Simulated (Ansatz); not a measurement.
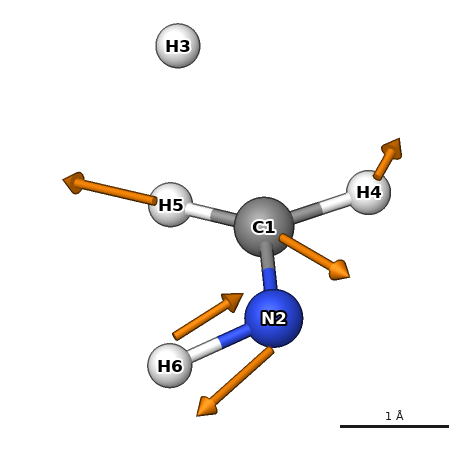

Arrows show the forces on the atoms, 0.4 Å of arrow for 1 eV/Å; forces under a tenth of the largest aren't drawn. The species is neutral and a spin doublet. Level of theory: PBE-D4/def2-TZVPP (Ansatz 0.2.0).

### Along which bond is the force strongest?

C1–H5, now 1.029 Å: the forces push its atoms apart, so a first step downhill lengthens it.

List the force components in the frame of the picture (x right, y up, z towards the viewer), in eV/Å.

| atom | Fx | Fy | Fz |
| --- | --- | --- | --- |
| C1 | 1.59 | −0.93 | 1.58 |
| N2 | −1.73 | −1.55 | 1.26 |
| H3 | 0.17 | 0.03 | 0.10 |
| H4 | 0.53 | 0.93 | −0.68 |
| H5 | −2.15 | 0.50 | −1.72 |
| H6 | 1.60 | 1.02 | −0.54 |
